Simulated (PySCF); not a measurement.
# H2O2 (hydrogen peroxide): r2SCAN/def2-TZVPP

What is the vertical ionisation energy of H2O2 (hydrogen peroxide) at r2SCAN/def2-TZVPP? 

The calculation is run with PySCF 2.14.0.

3 further runs of the same task are left out: 3 set aside as unsound or not needed.

**1. The molecule**

The species is H2O2 (4 atoms), meant as a singlet with charge 0. SMILES: `OO`. The shape is that of a PBE0-D4/def2-TZVP optimisation.

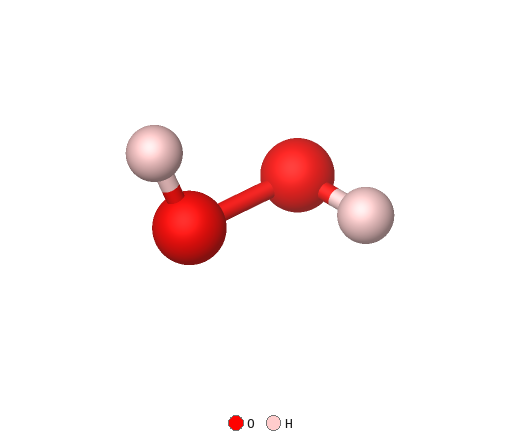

The structure, seen from a chosen angle (oxygen red, hydrogen pink).

**2. A single-point energy at r2SCAN/def2-TZVPP**

The input, run.py:

```python
# OO
from pyscf import gto, dft

mol = gto.M(
    atom='O -0.486800 -0.581100 0.030600; O 0.048300 0.728400 0.206900; H 0.186400 -1.117000 0.467400; H 0.252100 0.969800 -0.704900',
    verbose=4,
    basis='def2-tzvpp',
    max_memory=1860,
)

mf = dft.RKS(mol, xc='r2scan')
mf.grids.level = 5
mf.conv_tol = 1e-10
mf.kernel()
if not mf.converged:
    mf = mf.newton().run(mf.mo_coeff, mf.mo_occ)

etot = mf.e_tot
print(f'total energy: {etot:.8f} hartree')
```

Launch:

```sh
$ OMP_NUM_THREADS=1 python run.py
```

Standard output:

```text
PySCF version 2.14.0

[INPUT] num. atoms = 4
[INPUT] num. electrons = 18
[INPUT] charge = 0
[INPUT] spin (= nelec alpha-beta = 2S) = 0
[INPUT] symmetry False subgroup None
[INPUT] Mole.unit = angstrom
[INPUT] Symbol           X                Y                Z      unit          X                Y                Z       unit  Magmom
[INPUT]  1 O     -0.486800000000  -0.581100000000   0.030600000000 AA   -0.919918677438  -1.098119850985   0.057825619412 Bohr   0.0
[INPUT]  2 O      0.048300000000   0.728400000000   0.206900000000 AA    0.091273771816   1.376476509133   0.390984335173 Bohr   0.0
[INPUT]  3 H      0.186400000000  -1.117000000000   0.467400000000 AA    0.352244949619  -2.110824081139   0.883257990622 Bohr   0.0
[INPUT]  4 H      0.252100000000   0.969800000000  -0.704900000000 AA    0.476399956003   1.832656395603  -1.332067945206 Bohr   0.0

nuclear repulsion = 37.2831187913281
number of shells = 34
number of NR pGTOs = 124
number of NR cGTOs = 90
basis = def2-tzvpp
ecp = {}

******** <class 'pyscf.dft.rks.RKS'> ********
method = RKS
initial guess = minao
damping factor = 0
level_shift factor = 0
DIIS = <class 'pyscf.scf.diis.CDIIS'>
diis_start_cycle = 1
diis_space = 8
diis_damp = 0
SCF conv_tol = 1e-10
SCF conv_tol_grad = None
SCF max_cycles = 50
direct_scf = True
direct_scf_tol = 1e-13
XC library pyscf.dft.libxc version 7.0.0
    S. Lehtola, C. Steigemann, M. J.T. Oliveira, and M. A.L. Marques.,  SoftwareX 7, 1–5 (2018)
XC functionals = r2scan
    J. W. Furness, A. D. Kaplan, J. Ning, J. P. Perdew, and J. Sun.,  J. Phys. Chem. Lett. 11, 8208-8215 (2020)
    J. W. Furness, A. D. Kaplan, J. Ning, J. P. Perdew, and J. Sun.,  J. Phys. Chem. Lett. 11, 9248-9248 (2020)
    J. W. Furness, A. D. Kaplan, J. Ning, J. P. Perdew, and J. Sun.,  J. Phys. Chem. Lett. 11, 8208-8215 (2020)
    J. W. Furness, A. D. Kaplan, J. Ning, J. P. Perdew, and J. Sun.,  J. Phys. Chem. Lett. 11, 9248-9248 (2020)
radial grids:
    Treutler-Ahlrichs [JCP 102, 346 (1995); DOI:10.1063/1.469408] (M4) radial grids

becke partition: Becke, JCP 88, 2547 (1988); DOI:10.1063/1.454033
pruning grids: <function nwchem_prune>
grids dens level: 5
symmetrized grids: False
atomic radii adjust function: <function treutler_atomic_radii_adjust>
small_rho_cutoff = 0
Set gradient conv threshold to 1e-05
Initial guess from minao.
tot grids = 133040
init E= -151.646673993649
  HOMO = -0.347321098034339  LUMO = -0.0975215799999205  gap/eV = 6.79739
cycle= 1 E= -151.488270786802  delta_E= 0.158  |g|= 0.539  |ddm|= 1.44
  HOMO = -0.141492989629903  LUMO = 0.0577696387704784  gap/eV = 5.42221
cycle= 2 E= -151.444815402019  delta_E= 0.0435  |g|= 0.742  |ddm|= 0.788
  HOMO = -0.246926550246338  LUMO = -0.0153113857486602  gap/eV = 6.30257
cycle= 3 E= -151.542387627717  delta_E= -0.0976  |g|= 0.057  |ddm|= 0.449
  HOMO = -0.241746390435292  LUMO = -0.00712520817096873  gap/eV = 6.38437
cycle= 4 E= -151.542934033091  delta_E= -0.000546  |g|= 0.00948  |ddm|= 0.0329
  HOMO = -0.24280139419179  LUMO = -0.00815513460347006  gap/eV = 6.38505
cycle= 5 E= -151.54294903828  delta_E= -1.5e-05  |g|= 0.00122  |ddm|= 0.0054
  HOMO = -0.243085320495516  LUMO = -0.00841514736850968  gap/eV = 6.38570
cycle= 6 E= -151.542949266061  delta_E= -2.28e-07  |g|= 0.000239  |ddm|= 0.000674
  HOMO = -0.243116217175404  LUMO = -0.00843929634461205  gap/eV = 6.38588
cycle= 7 E= -151.54294927677  delta_E= -1.07e-08  |g|= 3.58e-05  |ddm|= 0.000226
  HOMO = -0.243114983242835  LUMO = -0.0084385805499565  gap/eV = 6.38587
cycle= 8 E= -151.542949276891  delta_E= -1.2e-10  |g|= 2.58e-05  |ddm|= 4.32e-05
  HOMO = -0.243114519732426  LUMO = -0.00843804439460172  gap/eV = 6.38587
cycle= 9 E= -151.542949276985  delta_E= -9.4e-11  |g|= 1.08e-05  |ddm|= 1.58e-05
  HOMO = -0.243114100373781  LUMO = -0.00843752297085132  gap/eV = 6.38587
cycle= 10 E= -151.542949277005  delta_E= -2.02e-11  |g|= 2.07e-07  |ddm|= 5.55e-06
  HOMO = -0.243114139624246  LUMO = -0.00843757174722271  gap/eV = 6.38587
Extra cycle  E= -151.542949277006  delta_E= -9.09e-13  |g|= 2.68e-07  |ddm|= 4.16e-07
converged SCF energy = -151.542949277006
total energy: -151.54294928 hartree
```

Wall time 14 s (1 thread of Arm Neoverse V2, shared host); peak memory 0.49 GiB.

**3. The doublet cation, same level**

The input, run.py:

```python
from pyscf import gto, dft

system = gto.M(
    atom=[
    ('O', (-0.486800, -0.581100, 0.030600)),
    ('O', (0.048300, 0.728400, 0.206900)),
    ('H', (0.186400, -1.117000, 0.467400)),
    ('H', (0.252100, 0.969800, -0.704900)),
],
    max_memory=1860,
    verbose=4,
    spin=1,
    charge=1,
    basis='def2-tzvpp',
)

calc0 = dft.UKS(system, xc='r2scan')
calc0.grids.level = 5
calc0.conv_tol = 1e-10
calc0.kernel()
if not calc0.converged:
    calc0 = calc0.newton().run(calc0.mo_coeff, calc0.mo_occ)

e_tot = calc0.e_tot
print('E(%s) = %.9f' % ('R2SCAN', e_tot))
```

Launch:

```sh
$ OMP_NUM_THREADS=1 python run.py
```

Standard output:

```text
PySCF version 2.14.0

[INPUT] num. atoms = 4
[INPUT] num. electrons = 17
[INPUT] charge = 1
[INPUT] spin (= nelec alpha-beta = 2S) = 1
[INPUT] symmetry False subgroup None
[INPUT] Mole.unit = angstrom
[INPUT] Symbol           X                Y                Z      unit          X                Y                Z       unit  Magmom
[INPUT]  1 O     -0.486800000000  -0.581100000000   0.030600000000 AA   -0.919918677438  -1.098119850985   0.057825619412 Bohr   0.0
[INPUT]  2 O      0.048300000000   0.728400000000   0.206900000000 AA    0.091273771816   1.376476509133   0.390984335173 Bohr   0.0
[INPUT]  3 H      0.186400000000  -1.117000000000   0.467400000000 AA    0.352244949619  -2.110824081139   0.883257990622 Bohr   0.0
[INPUT]  4 H      0.252100000000   0.969800000000  -0.704900000000 AA    0.476399956003   1.832656395603  -1.332067945206 Bohr   0.0

nuclear repulsion = 37.2831187913281
number of shells = 34
number of NR pGTOs = 124
number of NR cGTOs = 90
basis = def2-tzvpp
ecp = {}

[... 37 lines left out ...]
WARN: HOMO -0.347321098034343 >= LUMO -0.347321098034339
[... 46 lines left out ...]
converged SCF energy = -151.128941214562  <S^2> = 0.75402642  2S+1 = 2.0040224
E(R2SCAN) = -151.128941215
```

Wall time 31 s (1 thread of Arm Neoverse V2, shared host); peak memory 0.52 GiB.

**4. Outcome**

Level: r2SCAN/def2-TZVPP.

| quantity | value |
| --- | --- |
| singlet H2O2: total energy | -151.54295 Eh |
| singlet H2O2: dipole moment | 1.78 D |
| singlet H2O2: HOMO energy | -6.62 eV |
| singlet H2O2: LUMO energy | -0.23 eV |
| singlet H2O2: HOMO–LUMO gap | 6.39 eV |
| doublet cation: total energy | -151.12894 Eh |
| doublet cation: HOMO energy (highest over α and β) | -17.58 eV |
| doublet cation: LUMO energy (lowest over α and β) | -15.90 eV |
| doublet cation: ⟨S²⟩ | 0.754 |
| vertical ionisation energy (to the doublet cation) | 11.266 eV |

What this shows: Removing an electron at fixed nuclei costs 11.27 eV (260 kcal/mol). −ε(HOMO) before ionisation, 6.62 eV, is 4.65 eV below this ionisation energy. Mulliken charges (singlet H2O2) run from -0.23 on O1 to +0.23 on H3; they depend strongly on the basis.
